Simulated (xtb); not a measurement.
Single-point calculation, with input and output: C₂H₆Ge

The run: single-point calculation of C₂H₆Ge. Method and program: GFN2-xTB (xtb 6.7.1).

The geometry comes from this level: GFN2-xTB.

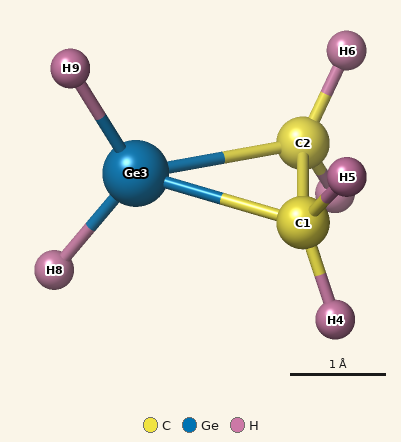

The input geometry (ball-and-stick view, seen at an oblique angle; atoms are numbered from 1 in the order of the input). Sticks mark near contacts.

**The input (geom.xyz)**
```
9
C2H6Ge
C     -0.25375    -0.41786    -0.83686
C      0.94726     0.18999    -0.07117
Ge    -0.70326     0.23050     0.92087
H     -0.55877     0.12832    -1.71973
H     -0.18475    -1.47927    -1.03257
H      1.72925    -0.51100     0.18819
H      1.35453     1.09576    -0.50011
H     -1.43034     1.51427     1.03938
H     -0.90017    -0.75072     2.01200
```

**File input.inp**
```
$chrg 0
$spin 0
$scc
   broydamp=0.4
$end
```

Command:
```bash
xtb geom.xyz --input input.inp --gfn 2 --parallel 1 > xtb.out 2> xtb.err
```

**Output**
```
* xtb version 6.7.1
   ID    Z sym.   atoms
    1    6 C      1, 2
    2   32 Ge     3
    3    1 H      4-9

           -------------------------------------------------
          |                Calculation Setup                |
           -------------------------------------------------

          program call               : xtb geom.xyz --input input.inp --gfn 2 --parallel 1
          coordinate file            : geom.xyz
          omp threads                :                     1

           -------------------------------------------------
          |                 G F N 2 - x T B                 |
           -------------------------------------------------

      * Hamiltonian:
        H0-scaling (s, p, d)           1.850000    2.230000    2.230000
        zeta-weighting                 0.500000
      * Dispersion:
        s8                             2.700000
        a1                             0.520000
        a2                             5.000000
        s9                             5.000000
      * Repulsion:
        kExp                           1.500000    1.000000
        rExp                           1.000000
      * Coulomb:
        alpha                          2.000000
        third order                    shell-resolved
        anisotropic                    true
        a3                             3.000000
        a5                             4.000000
        cn-shift                       1.200000
        cn-exp                         4.000000
        max-rad                        5.000000

          ...................................................
          :                      SETUP                      :
          :.................................................:
          :  # basis functions                  24          :
          :  # atomic orbitals                  23          :
          :  # shells                           13          :
          :  # electrons                        18          :
          :  max. iterations                   250          :
          :  Hamiltonian                  GFN2-xTB          :
          :  restarted?                      false          :
          :  GBSA solvation                  false          :
          :  PC potential                    false          :
          :  electronic temp.          300.0000000     K    :
          :  accuracy                    1.0000000          :
          :  -> integral cutoff          0.2500000E+02      :
          :  -> integral neglect         0.1000000E-07      :
          :  -> SCF convergence          0.1000000E-05 Eh   :
          :  -> wf. convergence          0.1000000E-03 e    :
          :  Broyden damping             0.4000000          :
          :  net charge                          0          :
          :  unpaired electrons                  0          :
          ...................................................

 iter      E             dE          RMSdq      gap      omega  full diag
   1     -9.2044416 -0.920444E+01  0.336E+00    5.42       0.0  T
   2     -9.1287372  0.757044E-01  0.779E+00    6.19       1.0  T
   3     -9.2698324 -0.141095E+00  0.434E+00    5.74       1.0  T
   4     -9.2940001 -0.241677E-01  0.158E+00    5.57       1.0  T
   5     -9.3018196 -0.781955E-02  0.222E-01    5.46       1.0  T
   6     -9.3018754 -0.558073E-04  0.114E-01    5.47       1.0  T
   7     -9.3018781 -0.272500E-05  0.239E-02    5.48       1.4  T
   8     -9.3018792 -0.105506E-05  0.519E-03    5.47       6.4  T
   9     -9.3018792 -0.371514E-07  0.156E-03    5.47      21.3  T
  10     -9.3018792 -0.896989E-10  0.100E-03    5.47      33.2  T
  11     -9.3018792 -0.139028E-08  0.186E-04    5.47     178.8  T
  12     -9.3018792 -0.832721E-10  0.443E-05    5.47     751.9  T

   *** convergence criteria satisfied after 12 iterations ***

         #    Occupation            Energy/Eh            Energy/eV
      -------------------------------------------------------------
         1        2.0000           -0.6302493             -17.1500
       ...           ...                  ...                  ...
         3        2.0000           -0.5480876             -14.9142
         4        2.0000           -0.4959097             -13.4944
         5        2.0000           -0.4740105             -12.8985
         6        2.0000           -0.4430124             -12.0550
         7        2.0000           -0.4389935             -11.9456
         8        2.0000           -0.4117980             -11.2056
         9        2.0000           -0.3600247              -9.7968 (HOMO)
        10                         -0.1588393              -4.3222 (LUMO)
        11                         -0.1438880              -3.9154
        12                         -0.0671117              -1.8262
        13                         -0.0184024              -0.5008
        14                          0.0252442               0.6869
       ...                                ...                  ...
        23                          1.2064762              32.8299
      -------------------------------------------------------------
                  HL-Gap            0.2011854 Eh            5.4745 eV
             Fermi-level           -0.2594320 Eh           -7.0595 eV

 SCC (total)                   0 d,  0 h,  0 min,  0.009 sec
 SCC setup                      ...        0 min,  0.000 sec (  1.480%)
 Dispersion                     ...        0 min,  0.000 sec (  0.799%)
 classical contributions        ...        0 min,  0.000 sec (  0.293%)
 integral evaluation            ...        0 min,  0.001 sec ( 11.963%)
 iterations                     ...        0 min,  0.005 sec ( 57.000%)
 molecular gradient             ...        0 min,  0.002 sec ( 25.766%)
 printout                       ...        0 min,  0.000 sec (  2.348%)

         :::::::::::::::::::::::::::::::::::::::::::::::::::::
         ::                     SUMMARY                     ::
         :::::::::::::::::::::::::::::::::::::::::::::::::::::
         :: total energy              -9.184932462386 Eh    ::
         :: gradient norm              0.000951288813 Eh/a0 ::
         :: HOMO-LUMO gap              5.474532360795 eV    ::
         ::.................................................::
         :: SCC energy                -9.301877581380 Eh    ::
         :: -> isotropic ES            0.002302351155 Eh    ::
         :: -> anisotropic ES          0.001885341809 Eh    ::
         :: -> anisotropic XC          0.005678899445 Eh    ::
         :: -> dispersion             -0.003785522717 Eh    ::
         :: repulsion energy           0.116945118995 Eh    ::
         :: add. restraining           0.000000000000 Eh    ::
         :: total charge              -0.000000000000 e     ::
         :::::::::::::::::::::::::::::::::::::::::::::::::::::

           -------------------------------------------------
          |                Property Printout                |
           -------------------------------------------------

    * Orbital Energies and Occupations

         #    Occupation            Energy/Eh            Energy/eV
      -------------------------------------------------------------
         1        2.0000           -0.6302493             -17.1500
         2        2.0000           -0.5705931             -15.5266
         3        2.0000           -0.5480876             -14.9142
         4        2.0000           -0.4959097             -13.4944
         5        2.0000           -0.4740105             -12.8985
         6        2.0000           -0.4430124             -12.0550
         7        2.0000           -0.4389935             -11.9456
         8        2.0000           -0.4117980             -11.2056
         9        2.0000           -0.3600247              -9.7968 (HOMO)
        10                         -0.1588393              -4.3222 (LUMO)
        11                         -0.1438880              -3.9154
        12                         -0.0671117              -1.8262
        13                         -0.0184024              -0.5008
        14                          0.0252442               0.6869
        15                          0.0854724               2.3258
        16                          0.1681320               4.5751
        17                          0.1874084               5.0996
        18                          0.1879910               5.1155
        19                          0.3345666               9.1040
        20                          0.3427845               9.3276
       ...                                ...                  ...
        23                          1.2064762              32.8299
      -------------------------------------------------------------
                  HL-Gap            0.2011854 Eh            5.4745 eV
             Fermi-level           -0.2594320 Eh           -7.0595 eV

     #   Z          covCN         q      C6AA      α(0)
     1   6 C        3.717    -0.099    22.522     6.780
     2   6 C        3.717    -0.099    22.521     6.779
     3  32 Ge       3.670     0.047   171.135    23.495
     4   1 H        0.925     0.026     2.647     2.544
     5   1 H        0.925     0.026     2.646     2.544
     6   1 H        0.925     0.026     2.646     2.544
     7   1 H        0.925     0.026     2.647     2.544
     8   1 H        0.942     0.024     2.673     2.556
     9   1 H        0.942     0.024     2.675     2.557

 Mol. C6AA /au·bohr⁶  :       1036.854346
 Mol. C8AA /au·bohr⁸  :      43920.784862
 Mol. α(0) /au        :         52.342690

Wiberg/Mayer (AO) data.
largest (>0.10) Wiberg bond orders for each atom

 ---------------------------------------------------------------------------
     #   Z sym  total        # sym  WBO       # sym  WBO       # sym  WBO
 ---------------------------------------------------------------------------
     1   6 C    3.959 --     2 C    0.981     5 H    0.973     4 H    0.973
                             3 Ge   0.941
     2   6 C    3.959 --     1 C    0.981     7 H    0.973     6 H    0.973
                             3 Ge   0.941
     3  32 Ge   3.619 --     2 C    0.941     1 C    0.941     9 H    0.833
                             8 H    0.833
     4   1 H    0.999 --     1 C    0.973
     5   1 H    0.999 --     1 C    0.973
     6   1 H    0.999 --     2 C    0.973
     7   1 H    0.999 --     2 C    0.973
     8   1 H    0.999 --     3 Ge   0.833
     9   1 H    0.999 --     3 Ge   0.833
 ---------------------------------------------------------------------------

Topologies differ in total number of bonds
Writing topology from bond orders to xtbtopo.mol

molecular dipole:
                 x           y           z       tot (Debye)
 q only:       -0.183       0.060       0.240
   full:       -0.010       0.004       0.013       0.044
molecular quadrupole (traceless):
                xx          xy          yy          xz          yz          zz
 q only:       -0.158      -0.273      -0.079      -0.551      -0.023       0.236
  q+dip:       -1.032      -0.907       1.226      -0.530      -1.005      -0.193
   full:       -0.713      -0.680       0.742      -0.554      -0.642      -0.029

           -------------------------------------------------
          | TOTAL ENERGY               -9.184932462386 Eh   |
          | GRADIENT NORM               0.000951288813 Eh/α |
          | HOMO-LUMO GAP               5.474532360795 eV   |
           -------------------------------------------------

------------------------------------------------------------------------
------------------------------------------------------------------------
 total:
 *  cpu-time:     0 d,  0 h,  0 min,  0.028 sec
 * ratio c/w:     0.985 speedup
 SCF:
 *  cpu-time:     0 d,  0 h,  0 min,  0.009 sec
 * ratio c/w:     0.991 speedup
```

**Standard error**
```
normal termination of xtb
```

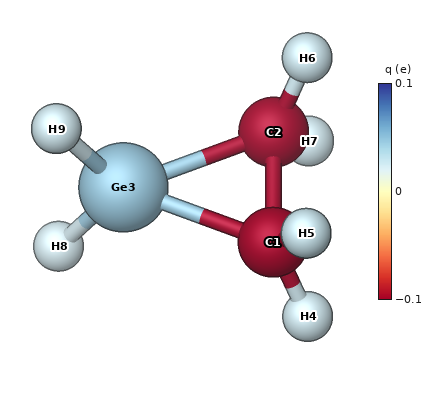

Mulliken charges, as the colour of each atom (ball-and-stick view, seen at a tilt; atoms are numbered from 1 in the order of the input). By element: C −0.10, Ge +0.05 and H +0.02 to +0.03 e.

**Summary**

- outcome: converged
- electrons treated: 18
- total energy: −9.184932 hartree
- dispersion energy: −0.003786 hartree
- basis functions: 24
- HOMO: −9.80 eV
- LUMO: −4.32 eV
- dipole moment: 0.04 D
- hardware: 1 thread of Intel Xeon @ 2.50GHz (Skylake/Cascade Lake), 189 GiB of memory available, shared host
- peak memory: 0.072 GiB

**Remarks**

Settings chosen away from the usual ones: method = gfn2-xtb; task = energy; x = {"broyden_damping": 0.4}.
